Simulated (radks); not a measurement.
# Ionising zirconium step by step, Zr³³⁺ to Zr³⁷⁺

Wanted: the ionisation ladder of zirconium and its errors against NIST. Each value is a difference of total energies (Δ-SCF).

The numbers are computed with radks (a radial shooting solver on a logarithmic mesh, Libxc functionals) version 1 (Dirac Kohn-Sham, LDA (Slater exchange, Perdew-Wang correlation), spin-unpolarised, spherical densities, finite nucleus; open shells fill j = l - 1/2 first), except any that are marked as measured or tabulated.

### Step 1. The atom as given

* element: zirconium (Z = 40)
* charges: 33 to 37
* first configuration: [He] 2s2 2p3
* last configuration: [He] 2s1

### Step 2. Zr³³⁺, [He] 2s2 2p3

Settings of this run:

```text
Z 40
configuration [He] 2s2 2p3 3s0 3p0
relativity Dirac
functional lda,pw
spin unpolarised
j_filling energy
nucleus finite rms 4.2694 fm
c 137.035999084
```

### Step 3. Zr³⁴⁺, [He] 2s2 2p2

Input: that of step 2 with these lines changed.

```diff
@@ -1,3 +1,3 @@
 Z 40
-configuration [He] 2s2 2p3 3s0 3p0
+configuration [He] 2s2 2p2
 relativity Dirac
```

### Step 4. Zr³⁵⁺, [He] 2s2 2p1

Input: that of step 3 with these lines changed.

```diff
@@ -1,3 +1,3 @@
 Z 40
-configuration [He] 2s2 2p2
+configuration [He] 2s2 2p1
 relativity Dirac
```

### Step 5. Zr³⁶⁺, [He] 2s2

Input: that of step 4 with these lines changed.

```diff
@@ -1,3 +1,3 @@
 Z 40
-configuration [He] 2s2 2p1
+configuration [He] 2s2
 relativity Dirac
```

### Step 6. Zr³⁷⁺, [He] 2s1

Input: that of step 5 with these lines changed.

```diff
@@ -1,3 +1,3 @@
 Z 40
-configuration [He] 2s2
+configuration [He] 2s1 2p0 3s0
 relativity Dirac
```

**Question.** What will these runs give? Wanted: for each run, species; configuration; Δ-SCF; −ε(HOMO); NIST; error.

As calculated:

```tsv
species	configuration	Δ-SCF (eV)	−ε(HOMO) (eV)	NIST (eV)	error (%)
Zr³³⁺	[He] 2s2 2p3	4292.6	4207.1	4300 (semi-emp.)	-0.2
Zr³⁴⁺	[He] 2s2 2p2	4566.1	4477.5	4553 (semi-emp.)	+0.3
Zr³⁵⁺	[He] 2s2 2p1	4743.8	4654.9	4744 (semi-emp.)	-0.0
Zr³⁶⁺	[He] 2s2	4996.8	4923.8	4991 (semi-emp.)	+0.1
```

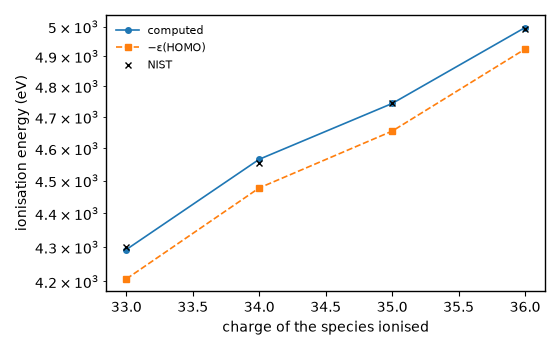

Ionisation energy against charge, on a logarithmic scale.

In words: Reference values: NIST Atomic Spectra Database (exp. measured, semi-emp. semi-empirical, theory a theoretical value adopted there). Per unit of the charge left behind, the cost jumps most at Zr³⁴⁺ ([He] 2s2 2p2): from 4292.6 to 4566.1 eV. The Δ-SCF values miss the measured or semi-empirical entries by +0.1 % in the signed mean; the largest miss is +0.3 % (Zr³⁴⁺). Minus the highest eigenvalue gives 98 to 99 % of the Δ-SCF value along the ladder. Spin polarisation and multiplet splitting are left out, so open shells lie too high by an amount that depends on their filling.
